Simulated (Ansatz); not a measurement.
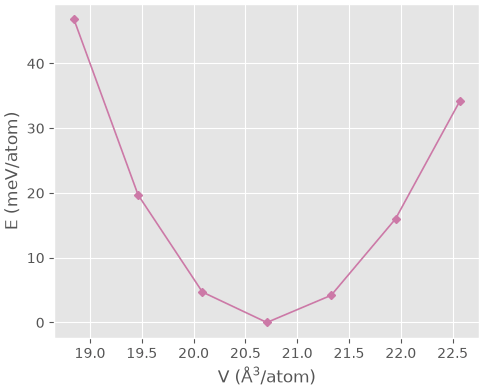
Figure: CaTiSe₂ in space group P-3m1 (No. 164; Se on 2d, Ti on 1a, Ca on 1b) under volume change, PBE+D3(BJ) in the plane-wave PAW code Ansatz, shape and atoms relaxed at each volume.

Q: What does a third-order Birch–Murnaghan fit give for V₀, B₀ and B′?

A: V₀ = 20.71 Å³/atom, B₀ = 76.0 GPa, B′ = 4.2.

The cell is a constructed one: a structure type filled with these elements; neither database checked (COD, Materials Project) lists it. Its standing as an ambient phase is unchecked. The cell was relaxed with PBE+D3(BJ) under the symmetry of its start; of distortions, only those at the zone centre were tested. No spin polarisation was allowed.

Potentials: the later of the program's two PAW sets.
